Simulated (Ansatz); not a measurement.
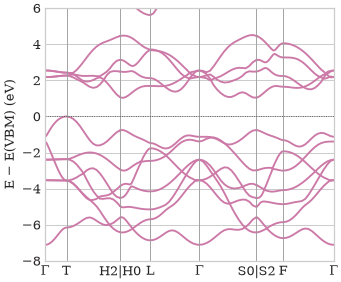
Fig. 1. Band structure from DFT-r²SCAN+D4 in the program Ansatz with PAW potentials

The gap is 1.03 eV; an edge lies off the plotted path or next to a special point (maximum at T, minimum off the standard path).

The material is MoS2 in space group R3m (No. 160; Mo on 3a, S on 3a, S on 3a).

The cell was relaxed with r²SCAN+D4 under the symmetry of its start. The run is not spin-polarised. Scalar-relativistic: spin–orbit coupling is off unless named, which matters more the heavier the elements.

Potentials: the later of the program's two PAW sets.
